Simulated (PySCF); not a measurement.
Sn(Br)2(Et)2, C₄H₁₀Br₂Sn, SMILES C[CH2][Sn]([Br])([Br])[CH2]C at its GFN2-xTB optimised geometry (Å):

```
17

C     -0.9289    -1.2523    -3.1705
C     -1.5530    -2.0393    -2.0504
Sn    -0.9449    -1.2266     0.0000
Br    -1.5896     1.2266     0.0000
Br     1.5896    -1.2266     0.0000
C     -1.5500    -2.0763     2.0339
C     -0.9294    -3.4202     2.3067
H     -1.2418    -0.2096    -3.1472
H     -1.2427    -1.6755    -4.1255
H      0.1585    -1.2923    -3.1280
H     -1.2337    -3.0785    -2.0517
H     -2.6387    -1.9878    -2.0669
H     -1.2229    -1.3232     2.7489
H     -2.6365    -2.1171     2.0257
H     -1.2101    -3.7453     3.3092
H     -1.2746    -4.1734     1.6017
H      0.1570    -3.3730     2.2647
```

Calculation: PBE0/def2-SVP, def2 effective core potentials past Kr in PySCF. The core electrons that the potentials of Sn replace are not part of the density. Cells within 0.4 Å of a nucleus heavier than hydrogen are left out (blank, or x).

Map of the LUMO amplitude (bohr^(-3/2)) on the plane z = 0.0 Å; orbital energy -1.47 eV, overall sign arbitrary:

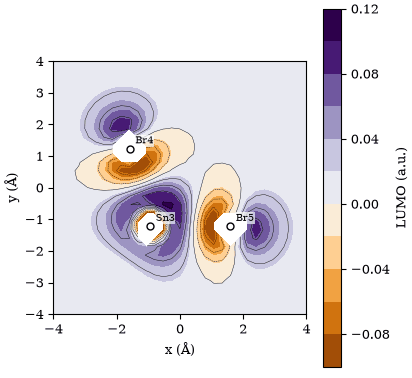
Figure. LUMO amplitude (bohr^(-3/2)) on the plane z = 0.0 Å.
